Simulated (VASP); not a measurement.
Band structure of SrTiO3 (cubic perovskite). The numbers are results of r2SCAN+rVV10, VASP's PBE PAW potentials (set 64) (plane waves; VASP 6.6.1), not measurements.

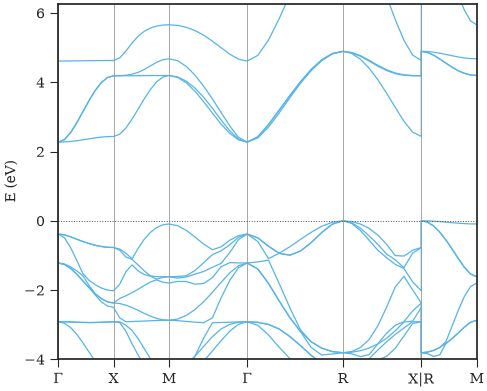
Bands along high-symmetry lines, zero at the valence-band maximum or, without a gap, the Fermi level

Q: Read the plot: is there a gap, and where are the band edges?

A: The gap is indirect, 2.27 eV, from the valence maximum at R to the conduction minimum at Γ.

Measured: gap 3.59 eV (computed value off by -1.32 eV), as given by Anna Miglio et al., npj Computational Materials (2020), arXiv:2011.12765 [zero-point renormalisation of 336 meV (experimental, the table's column) added back].

The compound is SrTiO3 in the cubic perovskite structure, the ideal cubic form; the compound distorts at low or room temperature. It was relaxed first.
